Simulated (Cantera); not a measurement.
Input: 1 mol CH₄, a varied amount of NH₃, 1.4 mol H₂, equilibrated at 2825 K and 600 Pa.

Equilibrium computed with Cantera from the NASA thermochemical tables; the gas is ideal and each condensed phase is pure. Candidate condensed phases: C, C₆H₆, C₇H₈, C₈H₁₈; 92 gas species. Equilibrium is a limit: real reactors are often held back by kinetics, nucleation or transport.

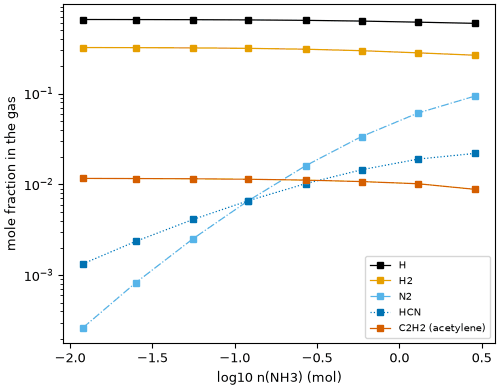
Figure. Equilibrium gas composition (values under 1e-9 drawn at 1e-9)

From 0.012 mol NH₃ to 1.3 mol NH₃ the condensed part is C(graphite). At 2.9 mol NH₃ nothing is condensed. The main C-bearing gas is C₂H₂ (acetylene) at 0.012 mol NH₃ and HCN at 2.9 mol NH₃. The share of C in condensed phases is highest at 0.012 mol NH₃ (70.7 %) and lowest at 2.9 mol NH₃ (0.0 %).
